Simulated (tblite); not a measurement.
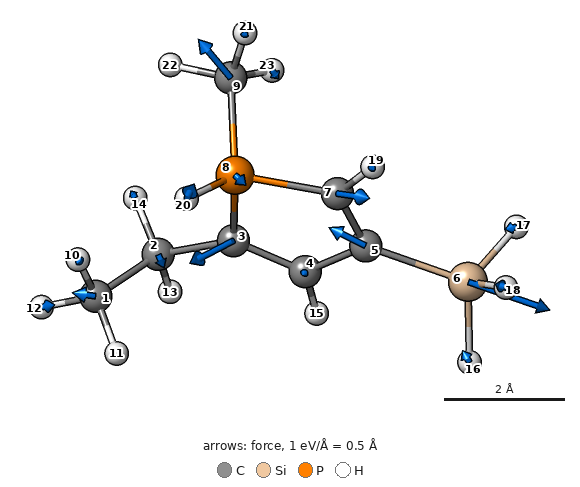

Starting geometry of C$_{7}$H$_{14}$PSi (charge +1) with the computed forces as blue arrows. The picture is a ball-and-stick view, seen from a free direction.

All numbers below come from GFN2-xTB geometry optimisation, gas phase (tblite). 

What follows when this structure is relaxed?

It isn't relaxed: the largest force vector, on Si6, is 2.95 eV/Å. The final displacements have little in common with the starting forces (cosine between the two patterns 0.10). Over 127 geometry steps the energy falls by 0.520 eV. H10 moves most after the best rigid fit: 0.77 Å. Largest moves by element: H 0.77 Å, C 0.43 Å, Si 0.22 Å, P 0.17 Å. Among the contacts that change: C5–Si6 1.823 → 1.912 Å, C3–P8 1.769 → 1.808 Å, P8–H20 1.412 → 1.378 Å, Si6–H16 1.487 → 1.460 Å. Bond angles that change, for instance: C9–P8–H20 122.4° → 108.7°, C7–P8–C9 104.5° → 115.5°, C3–P8–C9 105.1° → 115.3°. Groups turn about C5–Si6 by about 30°, C2–C3 by about 25°.
